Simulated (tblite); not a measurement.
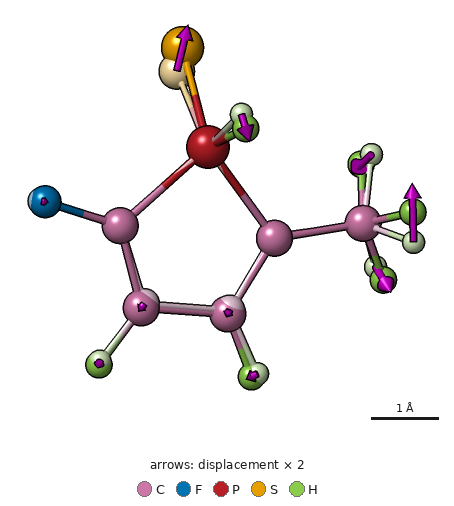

This is a relaxation of C₅H₆FPS. The starting structure is drawn faded, the final one solid; purple arrows show the displacements, 2 times their true length. The two geometries are superimposed by the best rigid fit.

Style: ball-and-stick. Shown from a free direction.

Computed with GFN2-xTB geometry optimisation, gas phase (tblite). 

Q: What happened in the run?

A: An H atom moves most after the best rigid fit: 0.45 Å. By element the largest moves are H 0.45 Å, S 0.37 Å, C 0.08 Å, F 0.06 Å, P 0.02 Å. Near-neighbour distances that change, for instance: P–S 1.701 → 1.928 Å, C–C 1.295 → 1.343 Å, C–F 1.377 → 1.333 Å, C–P 1.801 → 1.832 Å. Bond angles that change, for instance: C–P–H 113.2° → 104.5°, C–P–S 113.2° → 120.2°, H–C–H 113.5° → 107.5°. Groups turn about C–C by about 20°. The energy falls by 1.844 eV in 82 geometry steps.
